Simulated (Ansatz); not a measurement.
# Is Al-Rh stack of (111) layers a stable metal?, part 2 of 3

Question: is the lattice of Al-Rh stack of (111) layers stable, and if so, what are its coupling constant and resistivity?

Ansatz 0.2.0; DFT PBEsol, scalar-relativistic, plane waves, PAW; PAW set soft_1.

So far: Set-up; Rough relaxation; Relaxation.

## Step 4: Tight relaxation

No force is left; the cell is relaxed once more with another smearing and tight thresholds.

The input, input.yaml:

```yaml
crystal:
  lattice:
    - [2.7073435557, -2.9086e-06, 0.0]
    - [-1.3536692589, 2.3446297503, 0.0]
    - [0.0, 0.0, 28.1878614963]
  atoms:
    - { symbol: Al, position: [0.0, 0.0, 0.1996443072] }
    - { symbol: Rh, position: [0.3333333333, 0.6666666667, 0.2684270291] }
  periodic: [true, true, false]
kpoints:
  mp_grid: { grid: [12, 12, 1] }
hamiltonian:
  xc: pbesol
  pseudopotentials: { kind: paw, azcp: { folder: soft_1 }, xc_functional: pbe }
scf:
  occupations: { method: methfessel_paxton, width: 0.2 }
output:
  forces: true
  stress: true
  eigenvalues: true
relax:
  adjacent_minimum: "off"
  f_tol: 0.001
  max_steps: 60
  cell: { stress_2d_tol: 0.002 }
```

Started as:

```console
ansatz run input.yaml --threads 4 --pin off --max-ram 12288MiB --backend cpu --events-out ev --progress --plain --runs-dir out
```

Numbers of over 12 decimals in the logs are rounded to 6 here.

Output:

```text
[the first part of the log is left out]
  E_xc         = -237.509479
  E_vxc        = -281.242736  (∫ρ·V_xc dr)
  E_paw        = -3998.160321  (= ΣΔE_a)
  E_vpaw       = -294.983772  (= ΣTr[D̂ρ^β])
  E_aug_tail   = 0.000147  (compensation charges beyond the density's cutoff)
  E_ewald      = 15311.459370
  E_core_change = 0.295340  (= ΣΔE_core)
  E_smearing   = -0.001896  (= −TS)
  E_closure    = -0.000000  (closes the sum)
  Σ components = -6862.815232   (vs F -6862.815232, Δ=0.00e0)
--- Forces (eV/Å), atoms counted from 1 ---
[...]
0.001756      -0.000000       0.000000
       -0.000000       0.001756       0.000000
        0.000000       0.000000       0.000000
  P = ½ c Tr σ = 0.0018 N/m
--- Band table (eV; the first three rows and the last of 19) ---
[...]
--- Relaxed structure (4 steps of the walk, 4 accepted, 1 SCFs on fresh bases) ---
[...]
cell:  # Å, volume = 179.2229 Å³
    - [2.709570, -2.911008520458491e-6, 0]
    - [-1.354783, 2.346558, 0]
    - [0, 0, 28.1878614963]
  atoms:
    - { symbol: Al, position: [0, -2.7755575615628914e-17, 0.199740] }
    - { symbol: Rh, position: [0.333333, 0.666667, 0.268331] }
```

The job ended after 8.6 s (4 threads of Arm Neoverse V1, shared host; peak memory 0.45 GiB; 32 s of CPU time).

Little changed from the start: no atom moved by 0.005 Å and no cell edge by 0.1 %.

## Step 5: Phonons by linear response: q 2×2×1, k 6×6×1

Before any scattering is computed, the phonons show whether the structure is a minimum.

input.yaml, the sections that differ from step 4:

```yaml
crystal:
  lattice:
    - [2.7095700878, -2.911e-06, 0.0]
    - [-1.3547825229, 2.3465579848, 0.0]
    - [0.0, 0.0, 28.1878614963]
  atoms:
    - { symbol: Al, position: [0.0, 0.0, 0.1997398737] }
    - { symbol: Rh, position: [0.3333333333, 0.6666666667, 0.2683314626] }
  periodic: [true, true, false]
kpoints:
  mp_grid: { grid: [6, 6, 1] }
output:
  eigenvalues: true
phonons:
  method: dfpt
  qmesh: [2, 2, 1]
  temperatures: { t_max: 1000, t_step: 50 }
  qpath:
    path:
      - [0.0, 0.0, 0.0]
      - [0.5, 0.0, 0.0]
      - [0.33333333, 0.33333333, 0.0]
      - [0.0, 0.0, 0.0]
    npoints: 10
# hamiltonian, scf: as in step 4
# relax: removed
```

Output:

```text
[...]
Crystal: 2 atoms, lattice volume = 179.223 Å³
Basis set: ecut = 420 eV, 3545 PW (Γ), exchange–correlation on 40×40×384 points (8 copies of the dense FFT grid, shifted against one another)
Bands: 14, of which v1, the nominal top of the filled ones, is band 10 counted from 1 (9 counted from 0)
Symmetry: 6 space group operations
k-points: 7 of 36 (time reversal used)
[...]
SCF iter   1: F=—  HF=-6863.795560 eV  |F-HF|=—  |Δ(HF+E_count)|=         —  Δρ=3.92e-2  dr2=5.90e0  ethr=3.10e-3  ⟨swp⟩=13.3  Hψ=1048  notcnv=0
[...]
SCF iter  16: F=-6862.684477 eV  HF=-6862.684477 eV  |F-HF|=2.00e-11  |Δ(HF+E_count)|=   1.04e-9  S|Δr|=    0.00e0  Δρ=3.80e-8  dr2=3.47e-12  ethr=1.00e-12  ⟨swp⟩=13.9  Hψ=778  notcnv=0
SCF 1 converged in 16 iterations: F = -6862.684477 eV  dr2 = 3.47e-12
[...]
phonons: the bands overlap, so this run is a metal and interpolates without the dipole-dipole term. If the crystal is really an insulator or semiconductor, its LO-TO splitting is missing
NSCF: frozen V_eff on 7 k-points
WARN: eigensolver did not converge in 6 slots of this pass, the one above among them; of largest residual over every band (k=1): 1 band(s) unlocked (lowest unlocked band 13, counted from 0; max residual 1.12e-3 eV among the unlocked bands, 1.12e-3 eV over every band); of lowest unlocked band (k=0): band 13
[...]
DFPT response loops at q = (0, 0, 0) (fractional): preconditioner auto → none (partly filled bands, converged f_vac=0.768); β = 0.50; Broyden in place of MSR1
[...]
SCF converged after 16 iterations
Stability not checked: this state was not tested for a lower state beside it, because cold or Methfessel-Paxton smearing, or corrected tetrahedra, fill the levels in a way that the test cannot read (fill_not_monotonic; see scf.lower_state_search)
Free energy (F): -6862.684477 eV
[...]
Internal energy: -6862.658915 eV  (E = F + TS)
E sigma→0 (E₀):  -6862.678086 eV
Entropy (-TS):   -0.025562 eV (-12.781 meV/atom)
Fermi energy:    -4.924908 eV
[...]
--- Band table (eV; the first three rows and the last of 7) ---
  k-point 0: bands = [... 6 lower, -7.2755, -7.2421, -7.2421, -5.1731, -5.1731, -4.8209, -0.8811, 0.0875]
  k-point 1: bands = [... 6 lower, -7.6738, -6.8720, -6.5717, -6.5591, -5.3637, -3.2310, -0.1070, 0.8342]
  k-point 2: bands = [... 6 lower, -8.0222, -6.2809, -5.7672, -5.3478, -4.8890, -1.9505, -0.2125, 2.1336]
  k-point 6: bands = [... 6 lower, -7.6332, -7.2482, -7.2225, -3.9989, -3.6432, -2.2507, 1.6465, 2.2930]
--- Phonons (Γ-DFPT): 4 representative perturbations + reference (Σ response iterations 25) ---
  ASR residual: 8.553e-5 → 0.000e0 eV/Å²; symmetrization residual: 4.731e-6 eV/Å²
  ASR residual per site (eV/Å²): 1.25e-5 8.55e-5
  Γ frequencies (cm⁻¹): 0.00 0.00 0.00 144.71 144.71 296.85
--- Phonons (arbitrary-q DFPT): 2 irreducible q on the 2×2×1 mesh ---
  q = [0.0000, 0.0000, 0.0000] (star 1, of the zone-centre solve; hermiticity 9.39e-7, symmetrization 3.41e-7): -0.00 -0.00 0.00 144.71 144.71 296.85
  q = [0.0000, -0.5000, 0.0000] (star 3, 6 solved perturbations in 106 linear systems a pass and spin channel, the states on 20 of 36 k-point pairs; hermiticity 1.09e-6, symmetrization 5.63e-7): 52.32 113.80 131.38 246.33 257.49 390.57
  sum rule: each row above includes the acoustic sum rule's correction from the zone centre's row sums; it moved no ω² by more than (0.48 cm⁻¹)²
  mesh force constants: q→R imaginary residual 3.31e-17; ASR residual 8.553e-5 → 0.000e0 eV/Å²; symmetrization residual 6.217e-15 eV/Å²
  interpolated dispersion: 31 rows × 6 modes
  density of states and harmonic sums: on the 26×26×1 q-mesh, interpolated from the force constants of a 2×2×1 supercell (no non-analytic term)
  largest difference from the sums on the solved wave vectors: F 1.08e-1 eV, S 1.51e-4 and C_V 4.36e-5 eV/K
  zero-point energy: 0.066916 eV/cell   skipped modes (ω ≤ 0): 21, of them read as no rigid motion or as one in doubt: 18 (2.396e-1 modes/cell left out, lowest -29.88 cm⁻¹)   left out of the sums: 4.07e-2 of the cell's modes: C_V's classical limit lies that fraction below 3 k_B per atom; for a crystal, a wire or a layer, F and S can be off by more, and a phonons.interpolated_qmesh denser along its periods is the remedy for the sampling
```

The job ended after 17 s (4 threads; peak memory 0.67 GiB).

In the SCF lines HF is the Harris–Foulkes energy and dr2 the Hartree energy of the density residual, in eV; the loop may stop once dr2 is under the threshold and the program's other checks hold. Hψ counts applications of the Hamiltonian.

This step gave:

```
share of imaginary modes in the plain interpolation between solved wavevectors : 0.0408
highest frequency, solved or plainly interpolated                              : 390.6 cm⁻¹
```

Solved on the 2×2×1 mesh alone; all other wavevectors are interpolated. Phonon branches along the path, in cm⁻¹:

| point | branch 1 | branch 2 | branch 3 | branch 4 | branch 5 | branch 6 |
| --- | --- | --- | --- | --- | --- | --- |
| Γ | 0 | 0 | 0 | 145 | 145 | 297 |
| M | 52 | 114 | 131 | 246 | 258 | 391 |
| K | 98 | 103 | 123 | 253 | 339 | 348 |
| Γ | 0 | 0 | 0 | 145 | 145 | 297 |

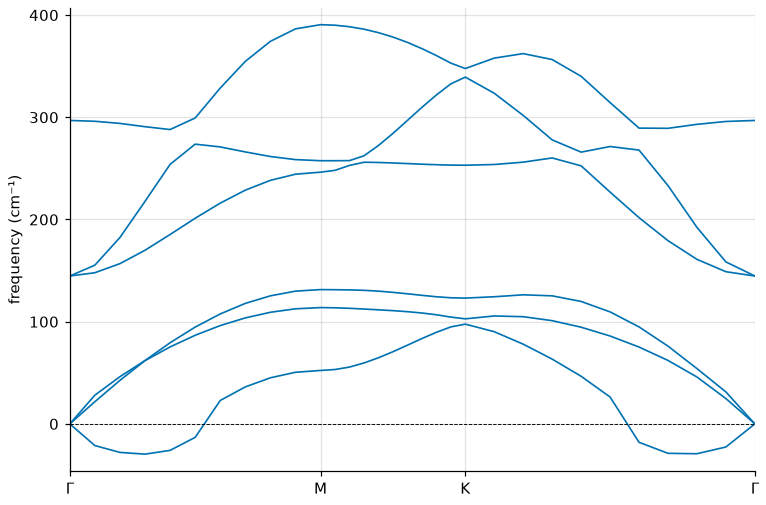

Phonon branches along the path.

Lowest modes at the softest wavevector of the mesh. Modes at q = (0.000, 0.500, 0.000), with each element's share of the kinetic energy:

```csv
mode,frequency (cm⁻¹),Al %,Rh %
1,52.3,13,87
2,113.8,4,96
3,131.4,5,95
4,246.3,95,5
5,257.5,87,13
6,390.6,96,4
```

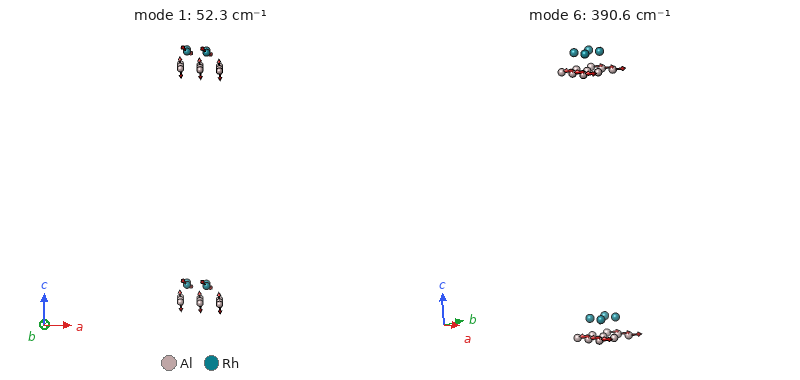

Displacement patterns of modes 1 and 6 at q = (0.000, 0.500, 0.000); arrows are exaggerated. 2×2×2 cells are drawn. Some periodic images of atoms are drawn too.

Among the solved wavevectors the lowest mode, translations apart, is 52.3 cm⁻¹, so these are real on this k mesh.

## Step 6: Phonons: q 3×3×1, k 9×9×1

The interpolated branches dip below zero between the solved wavevectors, so the phonons are repeated with another q and k mesh.

Edit input.yaml of step 5 so:

```diff
@@ -10,3 +10,3 @@
 kpoints:
-  mp_grid: { grid: [6, 6, 1] }
+  mp_grid: { grid: [9, 9, 1] }
 hamiltonian:
@@ -20,3 +20,3 @@
   method: dfpt
-  qmesh: [2, 2, 1]
+  qmesh: [3, 3, 1]
   temperatures: { t_max: 1000, t_step: 50 }
```

Output:

```text
[...]
Crystal: 2 atoms, lattice volume = 179.223 Å³
Basis set: ecut = 420 eV, 3545 PW (Γ), exchange–correlation on 40×40×384 points (8 copies of the dense FFT grid, shifted against one another)
Bands: 14, of which v1, the nominal top of the filled ones, is band 10 counted from 1 (9 counted from 0)
Symmetry: 6 space group operations
k-points: 12 of 81 (time reversal used)
[...]
SCF iter   1: F=—  HF=-6863.874869 eV  |F-HF|=—  |Δ(HF+E_count)|=         —  Δρ=3.67e-2  dr2=4.97e0  ethr=3.10e-3  ⟨swp⟩=13.3  Hψ=1797  notcnv=0
[...]
SCF iter  12: F=-6862.789609 eV  HF=-6862.789609 eV  |F-HF|=1.65e-10  |Δ(HF+E_count)|=   1.66e-9  S|Δr|=    0.00e0  Δρ=4.22e-8  dr2=4.23e-12  ethr=1.00e-12  ⟨swp⟩=16.2  Hψ=1591  notcnv=0
SCF 1 converged in 12 iterations: F = -6862.789609 eV  dr2 = 4.23e-12
[...]
SCF converged after 12 iterations
[...]
Free energy (F): -6862.789609 eV
[...]
Internal energy: -6862.783083 eV  (E = F + TS)
E sigma→0 (E₀):  -6862.787978 eV
Entropy (-TS):   -0.006526 eV (-3.263 meV/atom)
Fermi energy:    -4.837048 eV
Step filling:    the computed levels leave a gap of 0.0417 eV = 0.2 smearing widths at the electron count; against every level under it full and every level over it empty, smearing changes F+E_penalty+E_count by -6.039 meV and its σ→0 estimate by -4.408 meV
[...]
--- Band table (eV; the first three rows and the last of 12) ---
  k-point 0: bands = [... 6 lower, -7.3111, -7.1681, -7.1681, -5.1389, -5.1389, -4.8217, -0.9471, 0.1030]
  k-point 1: bands = [... 6 lower, -7.4114, -7.1181, -6.8556, -6.0792, -5.2300, -3.8320, -0.5913, 0.4309]
  k-point 2: bands = [... 6 lower, -7.6815, -6.9493, -6.5184, -6.0100, -5.4381, -2.6100, 0.3887, 1.3825]
  k-point 11: bands = [... 6 lower, -7.6582, -7.1875, -7.1656, -4.0620, -3.6786, -2.3324, 1.6393, 2.2549]
[...]
ASR residual: 1.048e-4 → 0.000e0 eV/Å²; symmetrization residual: 3.786e-6 eV/Å²
  ASR residual per site (eV/Å²): 3.67e-6 1.05e-4
  Γ frequencies (cm⁻¹): 0.00 0.00 0.00 145.52 145.52 302.64
--- Phonons (arbitrary-q DFPT): 3 irreducible q on the 3×3×1 mesh ---
[...]
interpolated dispersion: 31 rows × 6 modes
[...]
```

It took 58 s on 4 threads; peak memory 0.88 GiB; 3.8 min of CPU time.

Numbers from this step:

```yaml
zero_point_energy: 0.07161 eV/cell
share_of_imaginary_modes_in_the_plain_interpolation_between_solved_wavevectors: 0.0068
highest_frequency_solved_or_plainly_interpolated: 391.4 cm⁻¹
```

Solved on the 3×3×1 mesh alone; all other wavevectors are interpolated. The phonon branches at the labelled points (cm⁻¹):

| point | branch 1 | branch 2 | branch 3 | branch 4 | branch 5 | branch 6 |
| --- | --- | --- | --- | --- | --- | --- |
| Γ | 0 | 0 | 0 | 146 | 146 | 303 |
| M | 110 | 114 | 153 | 243 | 267 | 391 |
| K | 48 | 50 | 140 | 257 | 312 | 355 |
| Γ | 0 | 0 | 0 | 146 | 146 | 303 |

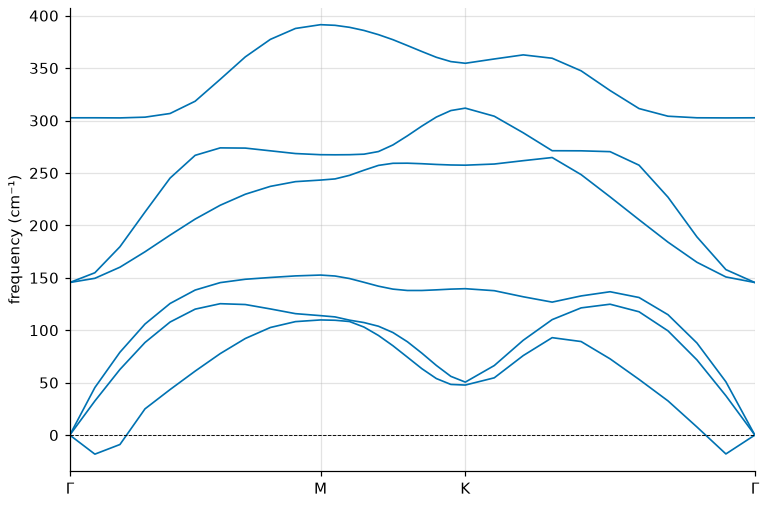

Phonon branches along the path.

Lowest modes at the softest wavevector of the mesh. Modes at q = (-0.333, -0.333, 0.000), with each element's share of the kinetic energy:

```csv
mode,frequency (cm⁻¹),Al %,Rh %
1,47.7,2,98
2,50.5,10,90
3,139.6,5,95
4,257.4,90,10
5,311.8,98,2
6,354.6,95,5
```

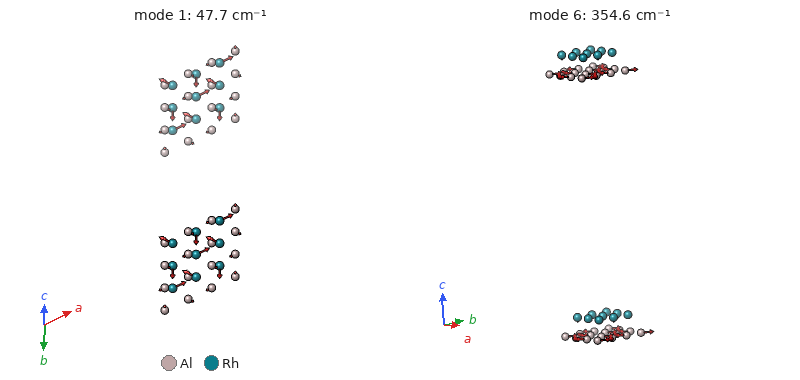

Displacement patterns of modes 1 and 6 at q = (-0.333, -0.333, 0.000); arrows are exaggerated. 3×3×2 cells are drawn. Some periodic images of atoms are drawn too.

The modes has structure finer than the step of the table below, so its rows give means over 25 cm⁻¹, whole bins alone (the curve runs from -28.2 to 412 cm⁻¹). Peaks (cm⁻¹: height): Al 271.0: 0.0545, 304.2: 0.0180, 362.4: 0.0206; Rh 93.7: 0.0321, 124.2: 0.0388, 138.0: 0.0444, 271.0: 0.0109.

Phonopy on the run's constants, 21x21x1 mesh, Gaussian sigma 3.1 cm⁻¹. Table of modes by wavenumber; means over each step; values in 1/cm⁻¹/cell:

```csv
wavenumber (cm⁻¹),Al,Rh
0,2.4e-4,9.0e-4
25,7.3e-4,0.00277
50,0.00140,0.00739
75,0.00234,0.0146
100,0.00437,0.0282
125,0.00233,0.0339
150,0.00290,0.0191
175,0.00386,6.9e-4
200,0.00579,6.5e-4
225,0.00931,6.6e-4
250,0.0209,0.00171
275,0.0259,0.00456
300,0.00954,0.00179
325,0.00507,8.0e-4
350,0.00949,6.5e-4
375,0.0139,6.3e-4
```

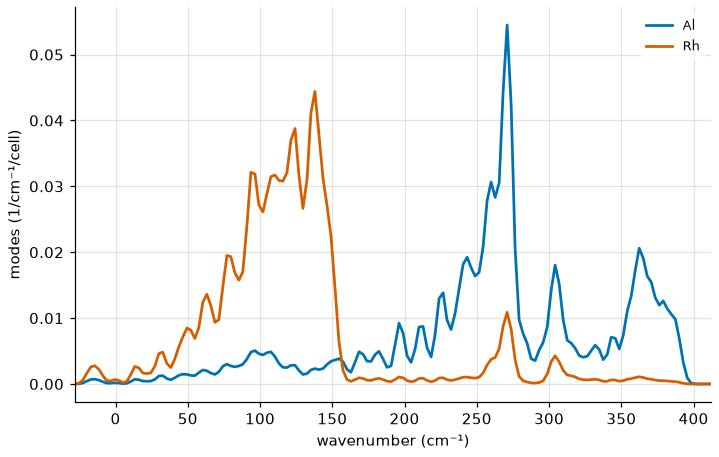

Modes, plotted against wavenumber.

No LO-TO term; unit eigenvectors of the mass-weighted matrix. Modes at Γ, with each element's share of the kinetic energy:

```csv
mode,frequency (cm⁻¹),symmetry,Al %,Rh %
1,0.0,unnamed,21,79
2,0.0,unnamed,21,79
3,0.0,unnamed,21,79
4,145.5,E,79,21
5,145.5,E,79,21
6,302.6,A1,79,21
```

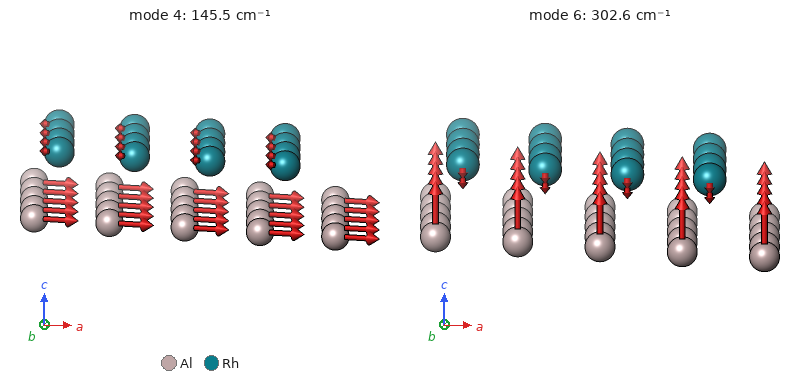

Displacement patterns of modes 4 and 6 at Γ; arrows are exaggerated. 4×4×1 cells are drawn. Some periodic images of atoms are drawn too.

Among the solved wavevectors the lowest mode, translations apart, is 47.7 cm⁻¹, so these are real on this k mesh.

(Part 2 of 3 ends here.)

[Logs are printed without paths, hosts, clocks, repeated set-up lines and the standing remarks that a program may print on its own settings, such as how far it seeks lower states.]

[Hosts, paths, dates, database ids (printed as entryN), source tags and the programs' standing remarks are cut or masked in the printed files.]
